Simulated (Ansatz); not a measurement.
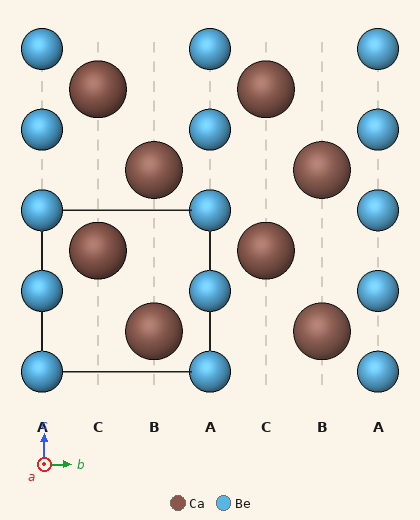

The picture looks along a close-packed row of the hexagonal mesh; c points upwards. The dashed lines mark the three columns A (0, 0), B (1/3, 2/3) and C (2/3, 1/3). The sequence starts with the first layer at or above the cell's origin.

CaBe. Coordinates: coordinates from a relaxation with DFT PBE, scalar-relativistic, plane waves, PAW in Ansatz; the starting structure was generated, so it need not be a known form of this composition.

Read off the stacking sequence over one period.

Be(A) – Ca(B) – Be(A) – Ca(C) (four layers in 4.17 Å).

Heights of the layers:

| layer | atoms (column) | height (Å) | to next (Å) |
| --- | --- | --- | --- |
| 1 | Be(A) | 0.00 | 1.04 |
| 2 | Ca(B) | 1.04 | 1.04 |
| 3 | Be(A) | 2.08 | 1.04 |
| 4 | Ca(C) | 3.13 | 1.04 |
